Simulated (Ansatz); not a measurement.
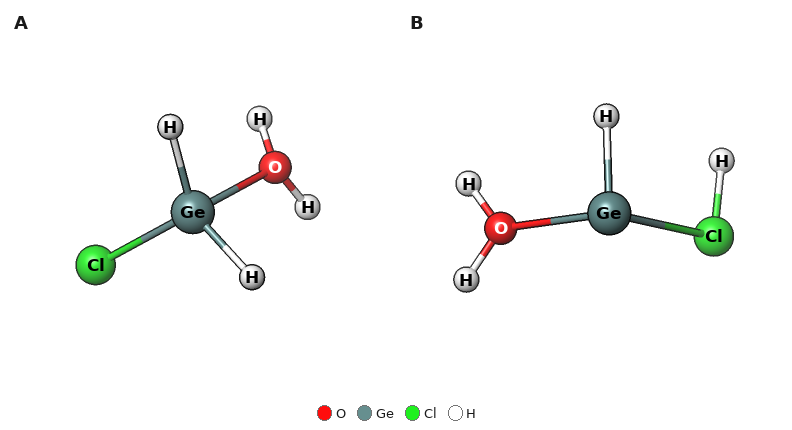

2 stationary structures of one formula. The species has charge +1 and is a spin singlet. Geometries: PBE-D4/def2-SVP. Electronic energies: PBE-D4/def2-SVP (Ansatz 0.2.0), without zero-point energy. No frequency run is at hand to confirm each as a minimum. Each is one conformer, not always the lowest.

### Which is lowest in energy, and by how much?

A is lowest (Cs); B lies 18.2 kcal/mol above it (C1).
